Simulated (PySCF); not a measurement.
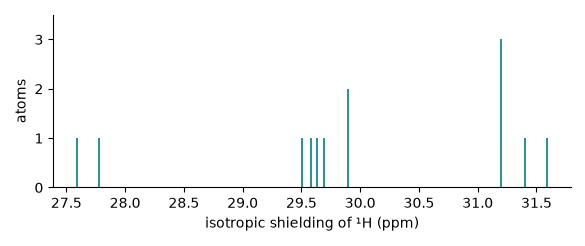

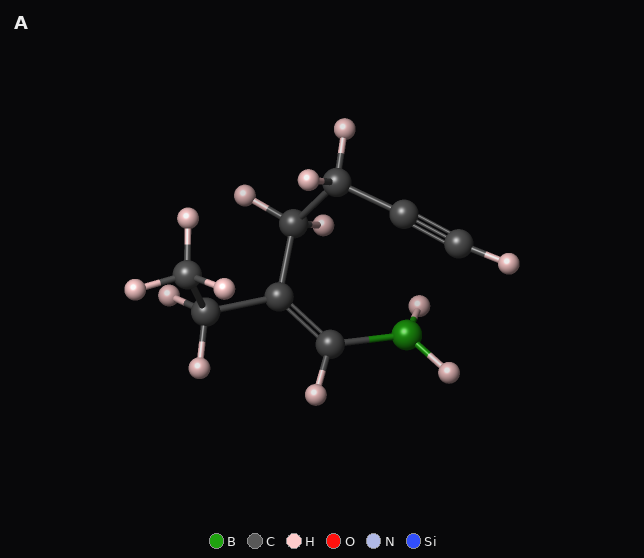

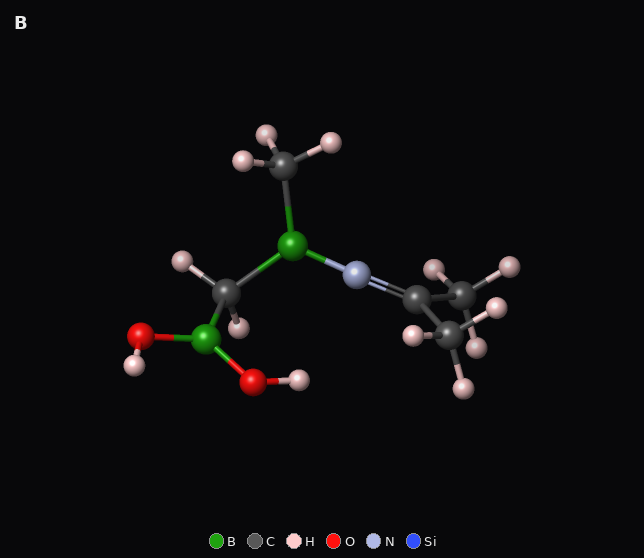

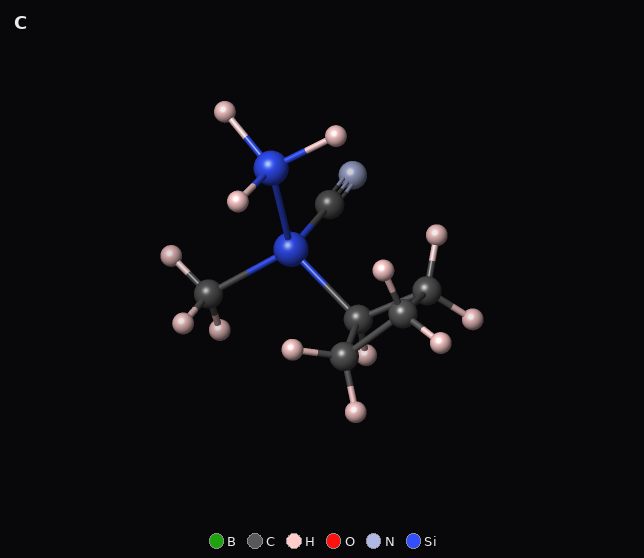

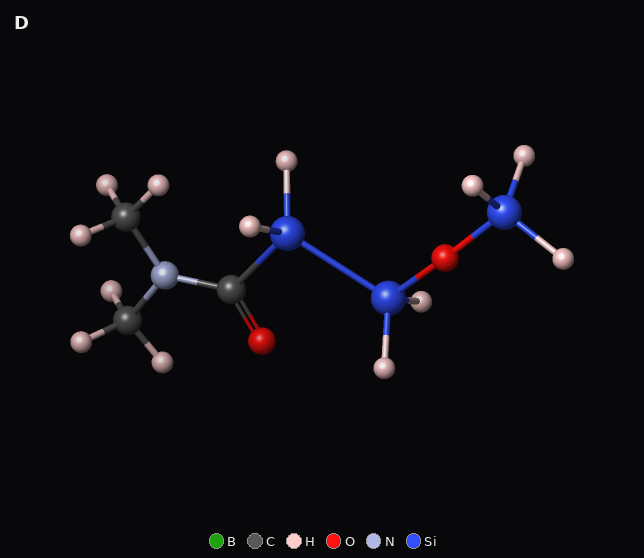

The sticks are computed shieldings of one of the molecules, for one fixed geometry (GFN2-xTB) without averaging over rotations. Low shielding means a high chemical shift. Method: GIAO PBE0/pcSseg-1 NMR shielding, non-relativistic, gas phase (PySCF 2.14.0).

Question: Match the spectrum to a structure.

Answer: B, `CB(CB(O)O)N=C(C)C`. Its 13 H atoms give lines at 27.59, 27.78, 29.50, 29.58, 29.63, 29.69, 29.90 (2 atoms), 31.20 (3 atoms), 31.40, 31.59 ppm.

The geometry is semi-empirical. Around B, Si such bond lengths and angles can be off by a tenth of an ångström or more and by several degrees, and values that hang on the shape move with them.
